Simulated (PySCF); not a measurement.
H₃O, charge +1, SMILES `[OH3+]`.

Method: PBE0/aug-cc-pVDZ; geometry: GFN2-xTB; program: PySCF. No frequency check shows the geometry to be a minimum.

Cartesian coordinates (Å):

```
O1       0.0000    0.0000    0.0775
H2       0.8530   -0.3989   -0.2067
H3      -0.7720   -0.5392   -0.2067
H4      -0.0810    0.9382   -0.2067
```

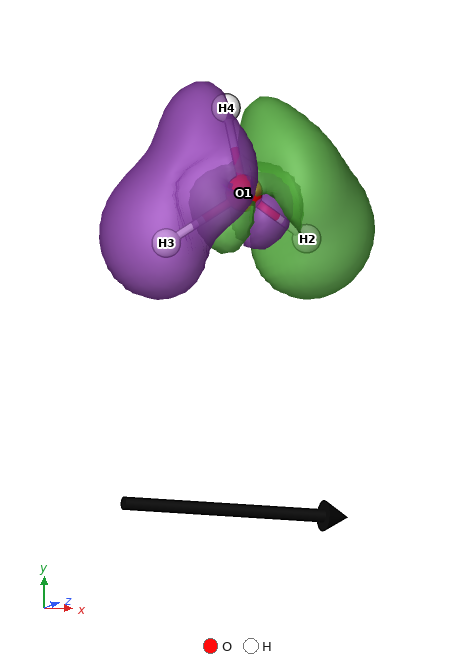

Change of the electron density in a uniform field of 0.51 V/Å along +x (arrow), surfaces at ±0.003 e/Å³ (purple: gain, green: loss).

The field was applied in both directions; the picture shows the one opposite to the script's first.

**What dipole is induced, and what polarisability does it imply?**

The induced dipole is 0.18 D (along the field); α along this axis, from the fields in both directions, is 7 bohr³ (1.0 Å³).
